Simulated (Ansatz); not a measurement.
BClF$_{2}$HSi (SMILES F[B-](F)=[SiH]Cl) (charge −1)

Input

```
crystal:
  periodic: [false, false, false]
  atoms:
    - symbol: B
      position_ang: [-0.527479, -0.731464, -0.815299]
    - symbol: Cl
      position_ang: [2.716773, -0.984153, -0.524268]
    - symbol: F
      position_ang: [-0.580706, -2.073197, -1.007619]
    - symbol: F
      position_ang: [-1.784583, -0.211619, -0.679297]
    - symbol: Si
      position_ang: [1.076485, 0.473967, -1.021809]
    - symbol: H
      position_ang: [0.929984, 1.089016, 0.373152]
basis:
  gaussian:
    orbitals: def2-TZVPD
total_charge: -1
hamiltonian:
  xc: {name: PBE0}
output:
  forces: true
  orbitals: {seedname: orbitals}
```

Run with:

```sh
ansatz run input.yaml --threads 2 --pin off --max-ram 4350MiB --events-out events.jsonl --progress --plain --runs-dir runs
```

Geometry: r2SCAN-D4/def2-SVPD.

Computed with isolated molecule in a Gaussian basis; Kohn-Sham density functional theory, functional PBE0 (Ansatz 0.2.0).

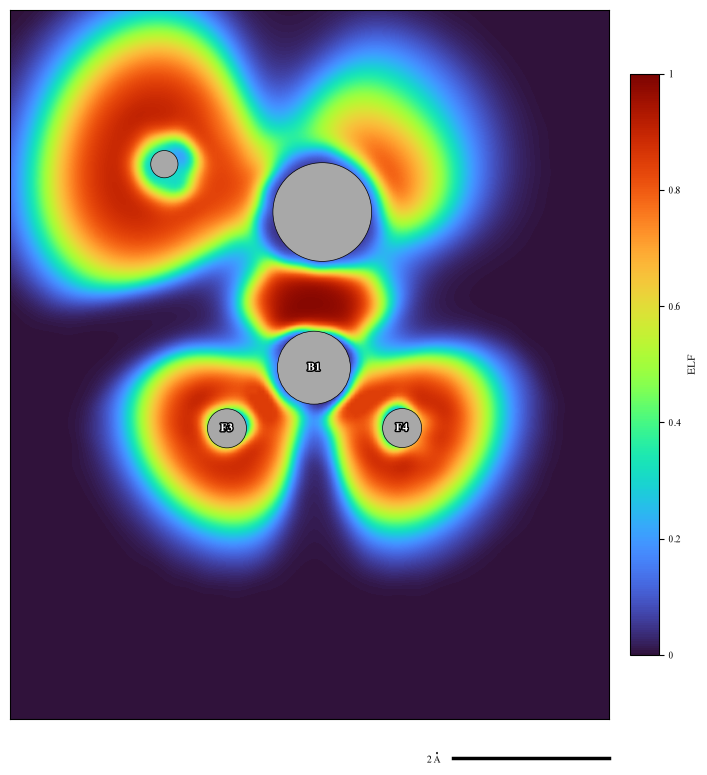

Figure 1. ELF on the plane of atoms F3, B1 and F4. Grey discs cover the atomic cores.

Q: Describe what can be read from this map.

A:
- Atoms in the plane: B and F.
- B–F (1.36 Å): the ELF peaks at about 0.85 between the atoms: a polar covalent bond.
- The ELF also peaks beside F4, F3 and Cl2, away from the bonds: lone-pair regions.

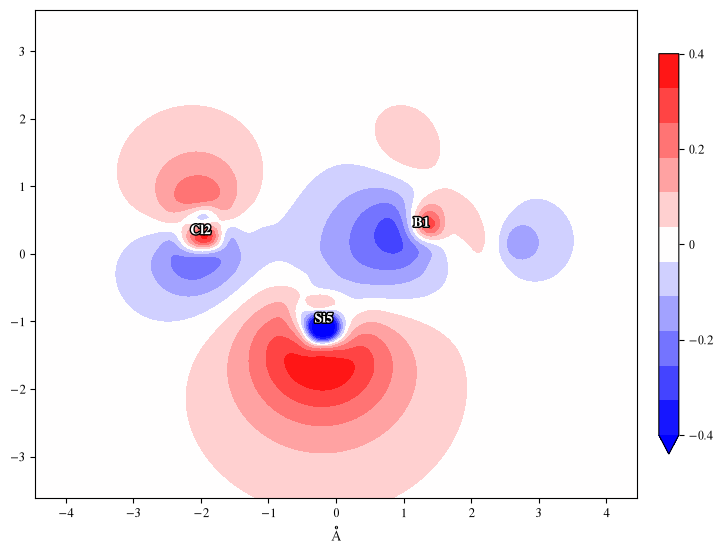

Figure 2. The HOMO on the plane of atoms B1, Si5 and Cl2 (values in Å⁻³ᐟ²; the overall sign is arbitrary).

Q: Where does this orbital lie, and at what energy?

A: By Hirshfeld shares it lies mainly on Si5 (about 65 %), B1 (about 15 %) and Cl2 (about 10 %). Its energy is −0.94 eV.

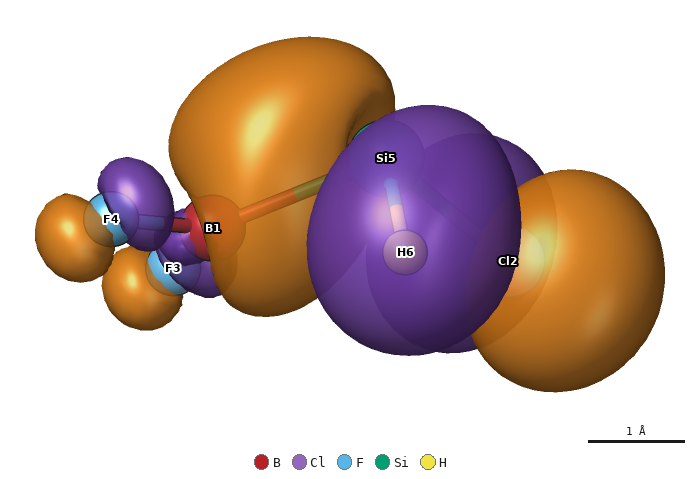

Figure 3. The HOMO−1 at ±0.08 Å⁻³ᐟ² (orange and purple are the two phases), seen from one side.

Q: What is the character of this orbital?

A: By Hirshfeld shares it lies mainly on Cl2 (about 40 %), Si5 (about 25 %), H6 (about 15 %) and B1 (about 15 %). Its energy is −3.21 eV.
